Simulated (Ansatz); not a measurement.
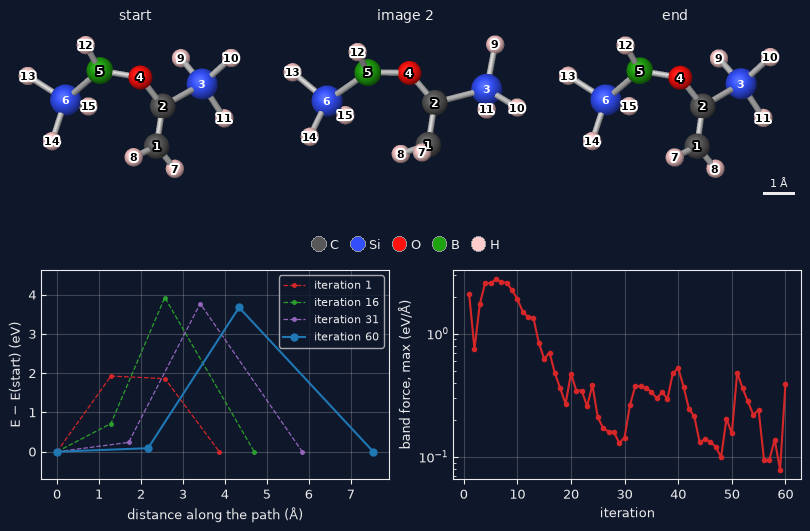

A search for the minimum-energy path of C$_{2}$H$_{9}$BOSi$_{2}$ by the nudged elastic band. Images are numbered from 0 (start) to 3 (end). The plot follows the band through its iterations. The picture is a ball-and-stick view, seen at a tilt.

Level of theory: Ansatz 0.2.0, RKS PBE0-D4/def2-SVP.

Input file:
```yaml
crystal:
  periodic: [false, false, false]
  atoms:
    - { symbol: C, position_ang: [-1.003117, -0.249978, 1.439946] }
    - { symbol: C, position_ang: [0.134686, -0.598507, 0.83199] }
    - { symbol: Si, position_ang: [0.510671, -2.313182, 0.137323] }
    - { symbol: O, position_ang: [1.168183, 0.301865, 0.696056] }
    - { symbol: B, position_ang: [1.139516, 1.402806, -0.090857] }
    - { symbol: Si, position_ang: [-0.431626, 1.847981, -1.315208] }
    - { symbol: H, position_ang: [-1.808691, -0.976389, 1.560585] }
    - { symbol: H, position_ang: [-1.152623, 0.756224, 1.844743] }
    - { symbol: H, position_ang: [0.797609, -2.18927, -1.322637] }
    - { symbol: H, position_ang: [1.710538, -2.881178, 0.817986] }
    - { symbol: H, position_ang: [-0.675763, -3.187732, 0.361901] }
    - { symbol: H, position_ang: [2.13068, 2.095574, -0.017696] }
    - { symbol: H, position_ang: [0.007571, 2.773362, -2.406791] }
    - { symbol: H, position_ang: [-1.525638, 2.542184, -0.559976] }
    - { symbol: H, position_ang: [-1.023796, 0.625437, -1.947865] }
basis:
  gaussian: { orbitals: def2-SVP }
hamiltonian:
  xc: pbe0
  dispersion: d4
neb:
  order_check: false
  images: 2
  f_tol: 0.05
  max_iterations: 60
  initial_path: idpp
  climbing: true
  final_atoms:
    - { symbol: C, position_ang: [-1.00259475, -0.25201934, 1.46211311] }
    - { symbol: C, position_ang: [0.13281552, -0.59149202, 0.84451194] }
    - { symbol: Si, position_ang: [0.5031512, -2.29575282, 0.12217721] }
    - { symbol: O, position_ang: [1.16408058, 0.3127787, 0.71741484] }
    - { symbol: B, position_ang: [1.13923184, 1.40571972, -0.08038469] }
    - { symbol: Si, position_ang: [-0.4221499, 1.8288865, -1.32398918] }
    - { symbol: H, position_ang: [-1.15062253, 0.74897224, 1.87993848] }
    - { symbol: H, position_ang: [-1.80681677, -0.98062955, 1.57774172] }
    - { symbol: H, position_ang: [0.77889426, -2.15056233, -1.33829097] }
    - { symbol: H, position_ang: [1.70773587, -2.8760984, 0.78407653] }
    - { symbol: H, position_ang: [-0.68327721, -3.17151274, 0.34264348] }
    - { symbol: H, position_ang: [2.12567668, 2.10434436, -0.00332568] }
    - { symbol: H, position_ang: [0.02231715, 2.74157122, -2.42418513] }
    - { symbol: H, position_ang: [-1.52426105, 2.52848512, -0.58527739] }
    - { symbol: H, position_ang: [-1.00598089, 0.59650634, -1.94566425] }
```

Command:
```bash
ansatz run input.yaml --threads 2 --pin off --max-ram 3072MiB --backend cpu --events-out ev --progress --plain --runs-dir out
```

Judge this run.

Answer. The result isn't final. The band hadn't converged when the run stopped after 60 iterations. The largest component of the band force went from 2.1 to 0.39 eV/Å. The barrier read from it is provisional, though the highest image hardly moved in the last two iterations. So few images resolve the path coarsely. The first iteration put the highest image at 1.93 eV. The barrier is about 3.68 eV in both directions, with image 2 at the top; the ends have the same energy.

The run took 9.5 min on 2 threads of Arm Neoverse V2 (shared host), peak memory 0.4 GiB.
